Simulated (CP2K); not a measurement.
**GeCNF3 (SMILES N#[C][Ge]([F])([F])[F]) at IPEA1-xTB**

Aim: the vertical ionisation energy of GeCNF3 at IPEA1-xTB, from 2 runs. 

The calculation is run with CP2K 2026.2.

3 further runs of the same task are left out: 2 that didn't finish, 1 set aside as unsound or not needed.

## Step 1: Starting point

GeCNF3: 6 atoms, total charge 0, spin state singlet. As SMILES, `N#[C][Ge]([F])([F])[F]`. The shape comes from GFN2-xTB, which is rough for such elements, and wasn't checked as a minimum.

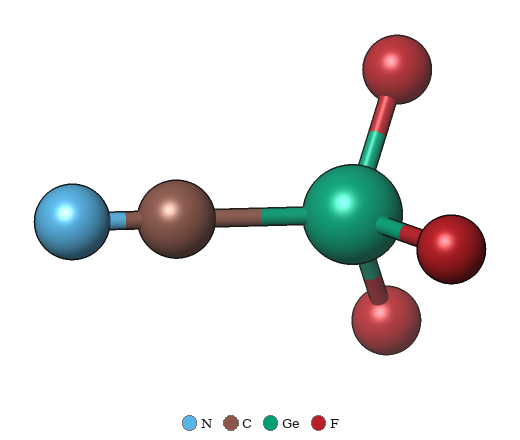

The structure, seen from a chosen angle (nitrogen blue, carbon brown, germanium teal, fluorine red).

## Step 2: Energy and gradient at IPEA1-xTB

qs.inp reads:

```
&GLOBAL
  PROJECT_NAME qs
  RUN_TYPE ENERGY_FORCE
  PRINT_LEVEL MEDIUM
&END

&FORCE_EVAL
  METHOD QS
  &DFT
    CHARGE 0
    MULTIPLICITY 1
    &QS
      METHOD XTB
      EPS_DEFAULT 1.0E-10
      &XTB
        GFN_TYPE TBLITE
        &TBLITE
          METHOD IPEA1
        &END
        CHECK_ATOMIC_CHARGES F
      &END
    &END
    &POISSON
      PERIODIC NONE
      POISSON_SOLVER ANALYTIC
    &END
    &SCF
      SCF_GUESS ATOMIC
      EPS_SCF 1.0E-06
      MAX_SCF 150
      ADDED_MOS 4
      &DIAGONALIZATION
        ALGORITHM STANDARD
      &END
      &MIXING
        METHOD DIRECT_P_MIXING
        ALPHA 0.4
      &END
      &SMEAR ON
        METHOD FERMI_DIRAC
        ELECTRONIC_TEMPERATURE [K] 300
      &END
    &END
    &PRINT
      &MOMENTS
        PERIODIC F
        REFERENCE COM
        MAX_MOMENT 1
      &END
      &MO ON
        ENERGIES T
        OCCUPATION_NUMBERS T
        NDIGITS 6
        &EACH
          QS_SCF 0
        &END
        ADD_LAST NUMERIC
      &END
      &HIRSHFELD OFF
      &END
    &END
  &END
  &SUBSYS
    &CELL
      ABC [angstrom] 19.7 18.4 18.7
      PERIODIC NONE
    &END
    &COORD
      N      2.212800    -0.768930     1.017770
      C      1.227390    -0.425230     0.563860
      Ge    -0.439970     0.154090    -0.202380
      F     -1.505520    -1.140670    -0.477960
      F     -0.231570     0.928410    -1.698710
      F     -1.263150     1.252330     0.797420
    &END
    &TOPOLOGY
      &CENTER_COORDINATES
      &END
    &END
  &END
  &PRINT
    &FORCES ON
    &END
  &END
&END
```

Launch:

```sh
$ OMP_NUM_THREADS=1 cp2k.psmp qs.inp > qs.out
```

Standard output:

```text
CP2K| version string:                                       CP2K version 2026.2
[...]
 GLOBAL| Method name                                                        CP2K
[...]
 GLOBAL| Run type                                                   ENERGY_FORCE
[...]
                             - Atoms:                                          6
[...]
                             - Spherical basis functions:                     34
[...]
 Number of electrons:                                                         34
[...]
  *** SCF run converged in    33 steps ***
[...]
  Fermi energy:                                                -0.32657894815350
[...]
 TB_DIPOLE| Moment [Debye]          1.04977647      -0.35536352       0.48083119
 TB_DIPOLE| Derivative [a.u.]       0.00000000       0.00000000       0.00000000
[...]
 ENERGY| Total FORCE_EVAL ( QS ) energy [hartree]            -24.616435015799084
 FORCES| Atomic forces [hartree/bohr]
 FORCES|   Atom     x               y               z               |f|
 FORCES|      1  2.05274539E-02 -7.14479879E-03  9.43986953E-03   2.36967434E-02
 FORCES|      2 -4.20008884E-02  1.46442442E-02 -1.93248508E-02   4.84971997E-02
 FORCES|      3  6.80439416E-03 -2.87053256E-03  3.21355271E-03   8.05398399E-03
 FORCES|      4  6.84854110E-03  4.13858398E-03  2.41112033E-03   8.35726593E-03
 FORCES|      5  2.05021261E-03 -3.71169628E-03  6.72141721E-03   7.94716995E-03
 FORCES|      6  5.77028668E-03 -5.05580056E-03 -2.46110893E-03   8.05694637E-03
 FORCES| Sum    -2.69749501E-16  3.46944695E-18 -5.42101086E-17
 FORCES| Total atomic force                                       2.75164616E-16
[...]
```

Wall time 0.46 s (1 thread of Arm Neoverse N1, shared host); peak memory 0.14 GiB.

## Step 3: The doublet cation

job.inp reads:

```
&GLOBAL
  PROJECT_NAME job
  RUN_TYPE ENERGY_FORCE
  PRINT_LEVEL MEDIUM
&END GLOBAL
&FORCE_EVAL
  METHOD Quickstep
  &DFT
    CHARGE 1
    MULTIPLICITY 2
    UKS T
    &QS
      METHOD XTB
      EPS_DEFAULT 1.0E-10
      &XTB
        GFN_TYPE TBLITE
        &TBLITE
          METHOD IPEA1
        &END TBLITE
        CHECK_ATOMIC_CHARGES F
      &END XTB
    &END QS
    &POISSON
      PERIODIC NONE
      POISSON_SOLVER ANALYTIC
    &END POISSON
    &SCF
      SCF_GUESS ATOMIC
      EPS_SCF 1.0E-06
      MAX_SCF 150
      ADDED_MOS 8
      &DIAGONALIZATION
        ALGORITHM STANDARD
      &END DIAGONALIZATION
      &MIXING
        METHOD DIRECT_P_MIXING
        ALPHA 0.4
      &END MIXING
    &END SCF
    &PRINT
      &MOMENTS
        PERIODIC F
        REFERENCE COM
        MAX_MOMENT 1
      &END MOMENTS
      &MO ON
        ENERGIES T
        OCCUPATION_NUMBERS T
        NDIGITS 6
        &EACH
          QS_SCF 0
        &END EACH
        ADD_LAST NUMERIC
      &END MO
      &HIRSHFELD OFF
      &END HIRSHFELD
    &END PRINT
  &END DFT
  &SUBSYS
    &CELL
      ABC [angstrom] 19.7 18.4 18.7
      PERIODIC NONE
    &END CELL
    &COORD
      N      2.212800    -0.768930     1.017770
      C      1.227390    -0.425230     0.563860
      Ge    -0.439970     0.154090    -0.202380
      F     -1.505520    -1.140670    -0.477960
      F     -0.231570     0.928410    -1.698710
      F     -1.263150     1.252330     0.797420
    &END COORD
    &TOPOLOGY
      &CENTER_COORDINATES
      &END CENTER_COORDINATES
    &END TOPOLOGY
  &END SUBSYS
  &PRINT
    &FORCES ON
    &END FORCES
  &END PRINT
&END FORCE_EVAL
```

Launch:

```sh
$ OMP_NUM_THREADS=1 cp2k.psmp -i job.inp -o job.out
```

Standard output:

```text
CP2K| version string:                                       CP2K version 2026.2
[...]
 GLOBAL| Method name                                                        CP2K
[...]
 GLOBAL| Run type                                                   ENERGY_FORCE
[...]
                             - Atoms:                                          6
[...]
                             - Spherical basis functions:                     34
[...]
 Number of electrons:                                                         17
[...]
  *** SCF run converged in    39 steps ***
[...]
  Fermi energy:                                                -0.78589438238666
[...]
 TB_DIPOLE| Moment [Debye]          3.23319548      -1.12104352       1.48671112
 TB_DIPOLE| Derivative [a.u.]       0.00000000       0.00000000       0.00000000
[...]
 ENERGY| Total FORCE_EVAL ( QS ) energy [hartree]            -23.943364174271451
 FORCES| Atomic forces [hartree/bohr]
 FORCES|   Atom     x               y               z               |f|
 FORCES|      1 -1.30594322E-02  4.58216106E-03 -6.03380727E-03   1.50980727E-02
 FORCES|      2  2.81740754E-03 -1.04733225E-03  1.33213804E-03   3.28774722E-03
 FORCES|      3 -2.59403422E-02  8.63703261E-03 -1.18615098E-02   2.98026022E-02
 FORCES|      4  1.48418788E-02  4.02959491E-03  5.73895517E-03   1.64150726E-02
 FORCES|      5  7.95405114E-03 -7.16023246E-03  1.20462504E-02   1.61135970E-02
 FORCES|      6  1.33864369E-02 -9.04122388E-03 -1.22202656E-03   1.61998077E-02
 FORCES| Sum     7.82360288E-16 -3.46944695E-17 -3.42607887E-17
 FORCES| Total atomic force                                       7.83878261E-16
[...]
```

Run time: 0.52 s. Hardware: 1 thread of Arm Neoverse N1, shared host; peak memory 0.14 GiB.

## Step 4: Outcome

At IPEA1-xTB:

```
                                                 quantity         value
                             singlet GeCNF3: total energy  -24.61644 Eh
singlet GeCNF3: dipole moment (from atomic charges alone)        1.21 D
                              singlet GeCNF3: HOMO energy     -15.33 eV
                              singlet GeCNF3: LUMO energy      -7.99 eV
                            singlet GeCNF3: HOMO–LUMO gap       7.34 eV
                 singlet GeCNF3: largest force on an atom    2.494 eV/Å
                             doublet cation: total energy  -23.94336 Eh
       doublet cation: HOMO energy (highest over α and β)     -21.50 eV
        doublet cation: LUMO energy (lowest over α and β)     -21.29 eV
                 doublet cation: largest force on an atom    1.533 eV/Å
       vertical ionisation energy (to the doublet cation)     18.315 eV
```

Removing an electron at fixed nuclei costs 18.32 eV (422 kcal/mol). The largest force (singlet GeCNF3) is 2.49 eV/Å: the shape isn't a stationary point for this species at this level. xTB total energies overstate such differences by several eV unless an empirical shift is taken off; none is applied here. The dipole (singlet GeCNF3) comes from point charges on the atoms alone, without atomic dipoles, so it is partial.
